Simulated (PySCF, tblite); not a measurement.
# BH5O6Si3, a fragment of a glass network (fused 3-rings): NMR shifts, core binding energies and electronic excitations, part 2 of 2

tblite 0.8.0 and PySCF 2.14.0. Atoms count from 0, parts from 1.

### Step 5. X-ray photoelectron lines: SCAN, X2C

Job settings and geometry (Å):

```
{"job": {"kind": "xps", "holes": 5}, "charge": 0, "multiplicity": 1}
O      0.553754    -2.130163    -2.403413
B      0.301966    -1.462257    -1.255367
O      1.368044    -1.092090    -0.470922
Si     1.273318    -0.302122     0.986585
O      1.244668     1.333410     0.721742
Si    -0.070985     2.277280     0.309480
O     -1.402112     1.267036     0.220579
Si    -1.454604    -0.365591     0.490032
O     -0.238618    -0.690476     1.585107
O     -1.002645    -1.164758    -0.899481
H     -0.261252    -2.331404    -2.873671
H      2.371431    -0.686962     1.880430
H     -0.297612     3.293741     1.366190
H      0.161511     2.897175    -1.018681
H     -2.782874    -0.798816     0.940324
```

Method: delta-SCF UKS SCAN, pcX-2 on the ionised atom, pcseg-1 elsewhere, spin-free X2C.

The log of the run:

```text
ground state, core basis on atom 0 (O), 208 functions
  cycle   1  E = -1349.45821948  |g| = 1.57e+00
  cycle   2  E = -1348.61407071  |g| = 2.63e+00
  cycle   3  E = -1349.89555221  |g| = 1.66e-01
  cycle   4  E = -1349.89825932  |g| = 1.25e-01
  cycle   5  E = -1349.90114023  |g| = 1.48e-02
  cycle   6  E = -1349.90118745  |g| = 6.12e-03
  cycle   7  E = -1349.90119373  |g| = 4.16e-03
  cycle   8  E = -1349.90119332  |g| = 5.76e-04
  cycle   9  E = -1349.90119352  |g| = 2.64e-04
  E(ground) = -1350.02194241 Eh
hole in O 1s of atom 0
  cycle   1  E = -1329.28182367  |g| = 2.21e+00
  cycle   2  E = -1327.13070193  |g| = 2.50e+00
  cycle   3  E = -1329.84206688  |g| = 7.07e-01
  cycle   4  E = -1330.02722203  |g| = 3.80e-01
  cycle   5  E = -1330.07112625  |g| = 1.78e-01
  cycle   6  E = -1330.08184588  |g| = 5.62e-02
  cycle   7  E = -1330.08293923  |g| = 2.19e-02
  cycle   8  E = -1330.08311292  |g| = 4.97e-03
  cycle   9  E = -1330.08311957  |g| = 2.71e-03
  cycle  10  E = -1330.08312218  |g| = 9.94e-04
  cycle  11  E = -1330.08312094  |g| = 2.72e-04
  E(ion) = -1330.20432738 Eh   <S^2> = 0.7608   hole on atom = 1.000   binding energy = 539.265 eV
ground state, core basis on atom 1 (B), 208 functions
  cycle   1  E = -1349.87278369  |g| = 8.94e-02
  cycle   2  E = -1349.87087300  |g| = 1.30e-01
  cycle   3  E = -1349.87389102  |g| = 1.65e-02
  cycle   4  E = -1349.87392167  |g| = 1.03e-02
  cycle   5  E = -1349.87394104  |g| = 2.29e-03
  cycle   6  E = -1349.87394125  |g| = 3.76e-04
  E(ground) = -1349.99801248 Eh
hole in B 1s of atom 1
  cycle   1  E = -1342.18678716  |g| = 1.18e+00
  cycle   2  E = -1340.13495283  |g| = 1.97e+00
  cycle   3  E = -1342.42779624  |g| = 4.96e-01
  cycle   4  E = -1342.53890109  |g| = 2.90e-01
  cycle   5  E = -1342.56712603  |g| = 1.11e-01
  cycle   6  E = -1342.57156130  |g| = 2.20e-02
  cycle   7  E = -1342.57162158  |g| = 1.94e-02
  cycle   8  E = -1342.57176154  |g| = 5.00e-03
  cycle   9  E = -1342.57177064  |g| = 2.56e-03
  cycle  10  E = -1342.57177342  |g| = 1.42e-03
  cycle  11  E = -1342.57177552  |g| = 4.65e-04
  E(ion) = -1342.69605987 Eh   <S^2> = 0.7695   hole on atom = 1.000   binding energy = 198.696 eV
ground state, core basis on atom 2 (O), 208 functions
  cycle   1  E = -1349.90483497  |g| = 1.09e-01
  cycle   2  E = -1349.90300354  |g| = 1.20e-01
  cycle   3  E = -1349.90506261  |g| = 5.07e-02
  cycle   4  E = -1349.90548581  |g| = 7.99e-03
  cycle   5  E = -1349.90550099  |g| = 1.91e-03
  cycle   6  E = -1349.90550279  |g| = 4.75e-04
  E(ground) = -1350.02527531 Eh
hole in O 1s of atom 2
  cycle   1  E = -1329.28991211  |g| = 2.23e+00
  cycle   2  E = -1328.81540445  |g| = 2.22e+00
  cycle   3  E = -1330.02767053  |g| = 5.08e-01
  cycle   4  E = -1330.05887621  |g| = 3.85e-01
  cycle   5  E = -1330.11337622  |g| = 5.45e-02
  cycle   6  E = -1330.11382536  |g| = 4.04e-02
  cycle   7  E = -1330.11444804  |g| = 5.13e-03
  cycle   8  E = -1330.11445707  |g| = 1.89e-03
  cycle   9  E = -1330.11445789  |g| = 1.25e-03
  cycle  10  E = -1330.11445877  |g| = 4.77e-04
  E(ion) = -1330.23401974 Eh   <S^2> = 0.7613   hole on atom = 1.000   binding energy = 538.547 eV
ground state, core basis on atom 3 (Si), 219 functions
  cycle   1  E = -1349.98726638  |g| = 3.10e-01
  cycle   2  E = -1349.98255586  |g| = 2.03e-01
  cycle   3  E = -1349.98423407  |g| = 1.73e-01
  cycle   4  E = -1349.98971848  |g| = 2.71e-02
  cycle   5  E = -1349.98984137  |g| = 6.41e-03
  cycle   6  E = -1349.98984629  |g| = 1.32e-03
  cycle   7  E = -1349.98984888  |g| = 5.50e-04
  cycle   8  E = -1349.98984844  |g| = 1.84e-04
  E(ground) = -1350.07051672 Eh
hole in Si 2p of atom 3
  cycle   1  E = -1345.65833409  |g| = 1.24e+00
  cycle   2  E = -1345.47111631  |g| = 1.20e+00
  cycle   3  E = -1345.91047436  |g| = 3.85e-01
  cycle   4  E = -1345.96876425  |g| = 1.24e-01
  cycle   5  E = -1345.97336339  |g| = 4.70e-02
  cycle   6  E = -1345.97418561  |g| = 2.11e-02
  cycle   7  E = -1345.97433386  |g| = 6.88e-03
  cycle   8  E = -1345.97434941  |g| = 2.69e-03
  cycle   9  E = -1345.97435218  |g| = 7.82e-04
  cycle  10  E = -1345.97435275  |g| = 2.32e-04
  E(ion) = -1346.06580466 Eh   <S^2> = 0.7516   hole on atom = 1.003   binding energy = 108.974 eV
  2p3/2 = 108.804 eV   2p1/2 = 109.431 eV
ground state, core basis on atom 9 (O), 208 functions
  cycle   1  E = -1349.90355671  |g| = 1.11e-01
  cycle   2  E = -1349.90174695  |g| = 1.22e-01
  cycle   3  E = -1349.90388057  |g| = 5.31e-02
  cycle   4  E = -1349.90435524  |g| = 7.98e-03
  cycle   5  E = -1349.90436710  |g| = 2.57e-03
  cycle   6  E = -1349.90437092  |g| = 5.74e-04
  cycle   7  E = -1349.90436863  |g| = 1.60e-04
  E(ground) = -1350.02469321 Eh
hole in O 1s of atom 9
  cycle   1  E = -1329.28400644  |g| = 2.23e+00
  cycle   2  E = -1328.74371742  |g| = 2.26e+00
  cycle   3  E = -1330.00012950  |g| = 5.61e-01
  cycle   4  E = -1330.04397857  |g| = 4.19e-01
  cycle   5  E = -1330.10828383  |g| = 5.33e-02
  cycle   6  E = -1330.10873547  |g| = 3.83e-02
  cycle   7  E = -1330.10930197  |g| = 5.54e-03
  cycle   8  E = -1330.10931203  |g| = 2.62e-03
  cycle   9  E = -1330.10931386  |g| = 1.38e-03
  cycle  10  E = -1330.10931456  |g| = 3.93e-04
  E(ion) = -1330.22959353 Eh   <S^2> = 0.7615   hole on atom = 1.000   binding energy = 538.652 eV
```

It took 96 s on 1 thread of Intel Xeon Platinum 8259CL at 2.50GHz, shared host; peak memory 0.95 GiB.

The holes in one table. −ε is the ground-state orbital energy:

| hole | stands for | environment | ΔSCF (eV; 2p as the shell's mean) | −ε (eV) | ⟨S²⟩ |
| --- | --- | --- | --- | --- | --- |
| O1s on O0 | O0 | oxygen bonded to B, H | 539.26 | 517.1 | 0.761 |
| B1s on B1 | B1 | boron bonded to 3 O | 198.70 | 182.3 | 0.769 |
| O1s on O2 | O2 | oxygen bonded to B, Si | 538.55 | 517.0 | 0.761 |
| Si2p on Si3 | Si3 | silicon bonded to 3 O, H | 109.01 | 98.0 | 0.752 |
| O1s on O9 | O9 | oxygen bonded to B, Si | 538.65 | 517.1 | 0.762 |

With the spin-orbit splitting: Si3 2p3/2 108.80, 2p1/2 109.43 eV. The table gives each 2p level as the mean over the whole 2p shell (two parts 2p3/2, one part 2p1/2), which differs a little from the single hole in the log.

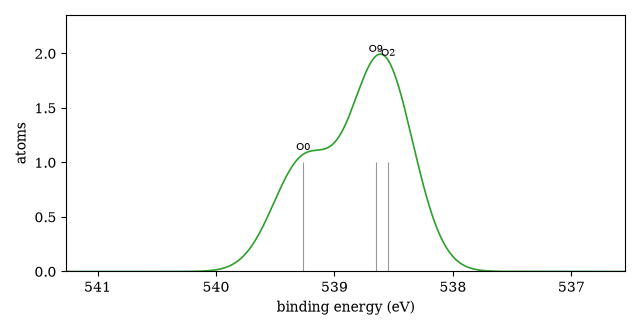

The O1s photoelectron lines, weighted by the number of atoms. Only 3 of the 6 O atoms are covered by sound results. Lines are broadened to a width of 0.60 eV (Gaussian).

### Step 6. Ultraviolet spectrum: CAM-B3LYP/def2-SVPD

Same as in step 5 but for these lines:

```diff
@@ -1,2 +1,2 @@
-{"job": {"kind": "xps", "holes": 5}, "charge": 0, "multiplicity": 1}
+{"job": {"kind": "uv", "xc": "CAM-B3LYP", "basis": "def2-SVPD", "nstates": 6, "ntriplets": 2, "ip": true}, "charge": 0, "multiplicity": 1}
 O      0.553754    -2.130163    -2.403413
```

With the program's defaults for keys left out, this is: TDDFT CAM-B3LYP/def2-SVPD, vertical, gas phase, core orbitals frozen in the response.

The log of the run:

```text
coarse grid: 15576 points
cycle   1  E = -1346.8524248255  dE =  1.981e+00  |g| = 1.510e+00  |ddm| = 8.656e+00
cycle   2  E = -1346.6645627214  dE =  1.879e-01  |g| = 1.852e+00  |ddm| = 7.943e+00
cycle   3  E = -1347.2753942144  dE = -6.108e-01  |g| = 8.130e-02  |ddm| = 3.843e+00
cycle   4  E = -1347.2761525969  dE = -7.584e-04  |g| = 6.079e-02  |ddm| = 3.043e-01
cycle   5  E = -1347.2768126158  dE = -6.600e-04  |g| = 1.090e-02  |ddm| = 1.207e-01
cycle   6  E = -1347.2768355123  dE = -2.290e-05  |g| = 1.997e-03  |ddm| = 4.940e-02
cycle   7  E = -1347.2768362830  dE = -7.707e-07  |g| = 1.087e-03  |ddm| = 9.777e-03
final grid: 141096 points
cycle   8  E = -1347.4945095926  dE = -3.128e-05  |g| = 3.293e-03  |ddm| = 9.881e-02
cycle   9  E = -1347.4945086694  dE =  9.232e-07  |g| = 4.132e-03  |ddm| = 1.294e-02
cycle  10  E = -1347.4945116403  dE = -2.971e-06  |g| = 2.569e-04  |ddm| = 5.278e-03
cycle  11  E = -1347.4945116487  dE = -8.327e-09  |g| = 1.977e-04  |ddm| = 1.064e-03
cycle  12  E = -1347.4945116557  dE = -7.060e-09  |g| = 4.297e-05  |ddm| = 3.513e-04
cycle  13  E = -1347.4945116561  dE = -3.765e-10  |g| = 8.599e-06  |ddm| = 8.936e-05
converged SCF energy = -1347.4945116561

Static polarisability (au): isotropic 88.776, principal 82.136 88.627 95.565

Singlet excitations
state   eV       nm        f      main configurations
  1   7.9200    156.5   0.00003   H->L+1 0.85
  2   8.0895    153.3   0.00736   H->L 0.38, H->L+3 0.24, H->L+2 0.18
  3   8.4209    147.2   0.00534   H-1->L 0.53, H->L+3 0.08
  4   8.7294    142.0   0.08820   H->L+2 0.35, H->L+3 0.27, H->L+4 0.19
  5   8.9006    139.3   0.01790   H-2->L 0.66
  6   8.9666    138.3   0.03704   H->L+4 0.46, H->L+3 0.09

Triplet excitations (Tamm-Dancoff, eV): 7.4752 7.7148
Vertical ionisation energy (delta-SCF) = 11.1417 eV
```

It took 12 min on 1 thread of Intel Xeon Platinum 8259CL at 2.50GHz, shared host; peak memory 1.8 GiB.

The orbitals next to the gap, with their largest atomic shares:

| orbital | eV | atoms |
| --- | --- | --- |
| HOMO−3 | -11.38 | O6 25 %, O4 18 %, O8 9 % |
| HOMO−2 | -11.22 | O9 30 %, O2 29 %, O4 13 % |
| HOMO−1 | -11.11 | O0 34 %, O8 16 %, O2 15 % |
| HOMO | -10.33 | Si5 19 %, O4 18 %, O6 17 % |
| LUMO | 0.60 | B1 42 %, O0 13 %, O9 9 % |
| LUMO+1 | 1.14 | Si5 24 %, O6 16 %, O4 15 % |
| LUMO+2 | 1.26 | Si5 20 %, O8 14 %, Si3 12 % |

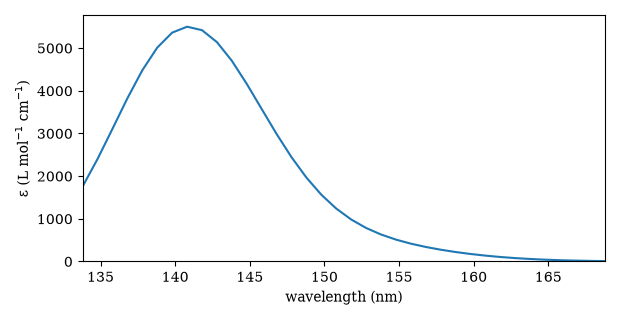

Absorption spectrum: each of the 6 states is a Gaussian band of 0.4 eV half-width at 1/e. Beyond the last state computed it falls off for lack of states.

Ground-state properties from the same run:

| property | computed |
| --- | --- |
| dipole moment (D) | 1.58 |
| polarisability (Å³) | 13.16 |
| HOMO–LUMO gap (eV) | 10.93 |
| −ε(HOMO) (eV) | 10.33 |

### Step 7. Outcome

The summary covers parts 1 to 2.

| quantity | value |
| --- | --- |
| point group | C1 |
| rotational constants (main isotopes) | 1.39, 0.84, 0.73 GHz |
| ¹H shifts against TMS (PBE0/pcSseg-1) | 5.18, 5.10, 4.66, 4.61, 3.37 ppm |
| ¹⁷O shifts against H2O (PBE0/pcSseg-1) | 141.5, 138.2, 132.7, 114.6, 114.3, 101.3 ppm |
| ¹¹B shifts against BF3·OEt2 (PBE0/pcSseg-1) | 16.5 ppm |
| ²⁹Si shifts against TMS (PBE0/pcSseg-1) | -27.5, -54.2, -54.4 ppm |
| O1s binding energies, SCAN/pcX-2 (standing for 3 of 6 atoms) | O0 539.26, O9 538.65, O2 538.55 eV |
| B1s binding energies, SCAN/pcX-2 | B1 198.70 eV |
| Si2p binding energies, SCAN/pcX-2 (standing for 1 of 3 atoms) | Si3 109.01 eV |
| lowest singlet (CAM-B3LYP/def2-SVPD) | 7.92 eV (157 nm), f = 0.000 |
| brightest single state of those computed | state 4, 8.73 eV, f = 0.088 |
| lowest triplet | 7.48 eV |
| vertical ionisation energy (ΔSCF) | 11.14 eV |

**Reading.** The start of the PBE0/def2-SVP relaxation was shaken at random by about 0.01 Å, so part of the energy gained, and of the first lengths quoted, undoes that. Over 4 steps the energy fell by 0.387 eV; of the close pairs, Si7–O9 changed most, 1.612 to 1.665 Å (PBE0/def2-SVP). At PBE0/pcSseg-1: Shielding is most anisotropic at O0 (span 136 ppm, paramagnetic term -152 ppm). At SCAN/pcX-2: O0 (oxygen bonded to B, H) binds its O1s electron 0.72 eV more tightly than O2 (oxygen bonded to B, Si). Only 3 of the 6 O atoms are covered by sound results. The lowest singlet, at 7.92 eV, is HOMO→LUMO+1 0.85 and is dark; of the 6 states computed, the strongest absorption comes from state 4 at 8.73 eV (the last state computed absorbs too, and its partners may lie past the list). The lowest triplet lies 0.44 eV below the lowest singlet (triplets in Tamm-Dancoff, singlets in full TDDFT). ΔSCF puts the ionisation energy at 11.14 eV, 0.82 eV above −ε(HOMO). A capped cluster stands for the solid here, so long-range fields and strain are missing, and bands or shifts of the capping hydrogens have no counterpart in it.
